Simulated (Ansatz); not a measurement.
# BH2ClO (SMILES OBCl): BHLYP/STO-3G

Aim: the electronic atomisation energy of BH2ClO at BHLYP/STO-3G, from 5 runs. 

Program for the calculation: Ansatz 0.2.0.

65 further runs of the same task are left out: 4 that didn't finish, 61 set aside as unsound or not needed.

## (1) The structure to begin with

BH2ClO has 5 atoms, charge 0, and is taken as a singlet. As SMILES, `OBCl`. The coordinates come from a PBE0-D4/def2-TZVP relaxation. This is one conformer, not always the lowest.

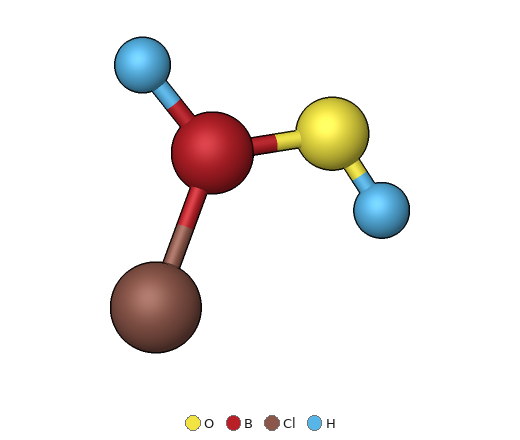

Viewed from a chosen angle; oxygen yellow, boron red, chlorine brown, hydrogen blue.

## (2) A single-point energy at BHLYP/STO-3G

Contents of in.yaml:

```yaml
basis:
  gaussian:
    orbitals: STO-3G
crystal:
  periodic: [false, false, false]
  atoms:
    - {symbol: O, position_ang: [-0.863300, -0.618600, -0.002900]}
    - {symbol: B, position_ang: [0.379000, -0.137200, 0.137900]}
    - {symbol: Cl, position_ang: [0.788600, 1.496000, -0.395300]}
    - {symbol: H, position_ang: [-1.477700, 0.001200, -0.409700]}
    - {symbol: H, position_ang: [1.223300, -0.815100, 0.628600]}
hamiltonian:
  xc: {name: BHLYP}
accuracy: high
```

The run is started by

```bash
$ ansatz run in.yaml --threads 1 --pin off --max-ram 2610MiB --events-out events.jsonl --progress --plain --runs-dir runs
```

Output:

```text
Warning: RAYON_NUM_THREADS=1 ignored (pool sized by the plan → 1); use --threads N
Functional definition: BHLYP
  name "BHLYP"
  parameter a = 0.5
  exchange = (1 - a)*b88_x + a*exact_x
  correlation = lyp_c
374 factors; integrals over basis functions are off by at most 3.1e-8 eV
mean field evaluation 1: about -15105.4644 eV, gradient 1.9e1 eV
mean field evaluation 2: about -15106.1982 eV, gradient 1.6e1 eV
mean field evaluation 4: about -15106.8723 eV, gradient 4.7e-1 eV
mean field evaluation 8: about -15106.8863 eV, gradient 2.0e-3 eV
mean field evaluation 16: about -15106.8863 eV, gradient 9.7e-9 eV
mean field -15106.88628166 eV, -555.1678310358 hartree, gradient 1.0e-8 eV, S^2 0.000000; 0 other end points of the search recorded, 0 dependent functions left out
reference -15106.88629931 eV, -555.1678316843 hartree; 16, 16 occupied and 5, 5 virtual orbitals, 374 factors
Total energy: -15106.88629931 eV, -555.1678316843 hartree
```

Run time: 1.1 s. Hardware: 1 thread of Arm Neoverse V1, shared host; peak memory 0.095 GiB.

## (3) The B atom at the same level

Contents of in.yaml:

```yaml
crystal:
  periodic: [false, false, false]
  atoms:
    - {symbol: B, position_ang: [0.000000, 0.000000, 0.000000]}
basis:
  gaussian:
    orbitals: STO-3G
total_charge: 0
magnetization:
  spin_polarized: true
  initial_magnetization: 1
hamiltonian:
  xc: {name: BHLYP}
accuracy: high
```

Run the same way, it converges to -24.27395 Eh (log not shown).

## (4) The Cl atom, same level

Contents of molecule.yaml:

```yaml
crystal:
  periodic: [false, false, false]
  atoms:
    - {symbol: Cl, position_ang: [0.000000, 0.000000, 0.000000]}
basis:
  gaussian:
    orbitals: STO-3G
hamiltonian:
  xc: {name: BHLYP}
magnetization:
  spin_polarized: true
  initial_magnetization: 1
accuracy: high
```

Run the same way, it converges to -455.14939 Eh (log not shown).

## (5) The H atom

Contents of run.yaml:

```yaml
crystal:
  periodic: [false, false, false]
  atoms:
    - {symbol: H, position_ang: [0.000000, 0.000000, 0.000000]}
basis:
  gaussian:
    orbitals: STO-3G
accuracy: high
magnetization:
  spin_polarized: true
  initial_magnetization: 1
hamiltonian:
  xc: {name: BHLYP}
```

Run the same way, it converges to -0.46466 Eh (log not shown).

## (6) The O atom

Contents of job.yaml:

```yaml
crystal:
  periodic: [false, false, false]
  atoms:
    - {symbol: O, position_ang: [0.000000, 0.000000, 0.000000]}
basis:
  gaussian:
    orbitals: STO-3G
magnetization:
  spin_polarized: true
  initial_magnetization: 2
hamiltonian:
  xc: {name: BHLYP}
accuracy: high
```

The run is started by

```bash
$ ansatz run job.yaml --threads 1 --pin off --max-ram 2610MiB --events-out events.jsonl --progress --plain --runs-dir runs
```

Output, shortened:

```text
Warning: RAYON_NUM_THREADS=1 ignored (pool sized by the plan → 1); use --threads N
[... 5 set-up lines as earlier in the session ...]
15 factors; integrals over basis functions are off by at most 1.1e-9 eV
mean field evaluation 1: about -2014.6007 eV, gradient 8.1e-12 eV
mean field evaluation 2: about -2014.6013 eV, gradient 9.1e-12 eV
mean field -2014.60128003 eV, -74.0352314955 hartree, gradient 0.0e0 eV, S^2 2.000000; 0 other end points of the search recorded, 0 dependent functions left out
reference -2014.60128699 eV, -74.0352317512 hartree; 5, 3 occupied and 0, 2 virtual orbitals, 15 factors
Total energy: -2014.60128699 eV, -74.0352317512 hartree
```

Run time: 0.16 s. Hardware: 1 thread of Arm Neoverse V1, shared host.

## (7) Summary of results

Level: BHLYP/STO-3G.

```
                     quantity          value
       molecule: total energy  -555.16783 Eh
         B atom: total energy   -24.27395 Eh
                 B atom: ⟨S²⟩          0.750
        Cl atom: total energy  -455.14939 Eh
                Cl atom: ⟨S²⟩          0.750
         H atom: total energy    -0.46466 Eh
                 H atom: ⟨S²⟩          0.750
         O atom: total energy   -74.03523 Eh
                 O atom: ⟨S²⟩          2.000
electronic atomisation energy      21.223 eV
```

**Reading.** Taking the molecule apart into free atoms costs 21.22 eV (2048 kJ/mol), before zero-point energy and without spin-orbit coupling. In a minimal basis such a difference can be off by several eV, whatever the method.
